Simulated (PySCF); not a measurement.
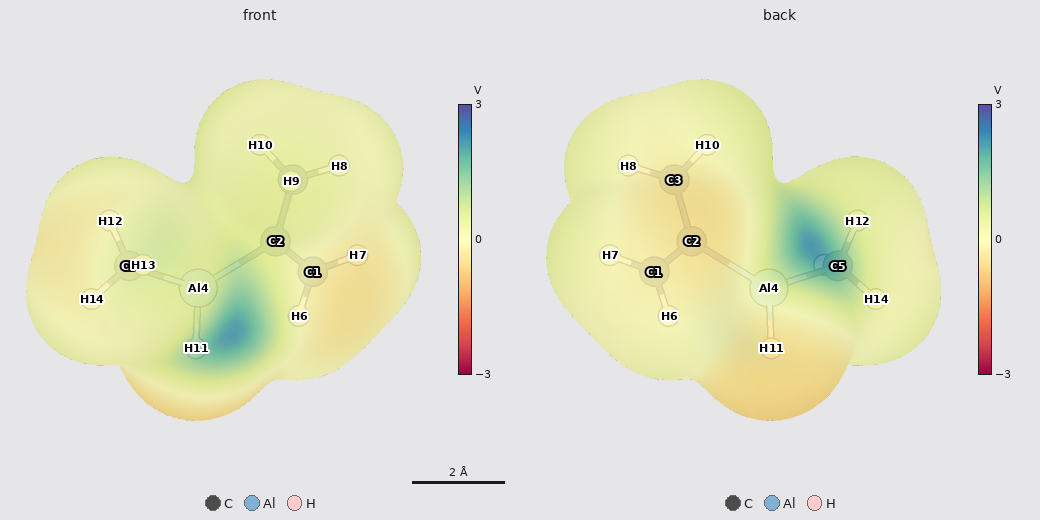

C₄H₉Al. The electrostatic potential painted on the density surface at 0.001 e/bohr³, seen from the front and from behind; red is negative and blue positive.

Geometry: GFN2-xTB.

Method: PySCF 2.14.0, CAM-B3LYP/def2-SVPD, SCF density, gas phase.

The calculation's input:

```
{"job": {"kind": "uv", "xc": "CAM-B3LYP", "basis": "def2-SVPD", "nstates": 8, "ntriplets": 3}, "charge": 0, "multiplicity": 1}
C     -1.787661    -1.197197    -0.400597
C     -0.962073    -0.229254     0.001510
C     -1.475735     1.023447     0.656297
Al     0.935935    -0.691459    -0.395737
C      2.552619     0.429375    -0.093283
H     -1.381091    -2.090135    -0.867839
H     -2.865063    -1.165519    -0.293311
H     -2.564963     1.038747     0.705035
H     -1.134224     1.900395     0.105558
H     -1.077109     1.102823     1.668243
H      1.068378    -2.109385    -1.011083
H      2.659923     0.758230     0.947962
H      2.558962     1.344442    -0.698566
H      3.471422    -0.114982    -0.346354
```

Launched as:

```sh
OMP_NUM_THREADS=1 python probes_run.py task.json out
```

> Which sites attract a positive test charge, and which a negative one?

A positive charge is drawn to the negative regions and a negative charge to the positive ones. The most negative region (about −0.7 V) lies over H11, the most positive (about +2.1 V) over Al4.

> What dipole moment does the calculation give?

Its dipole moment is 0.85 D.
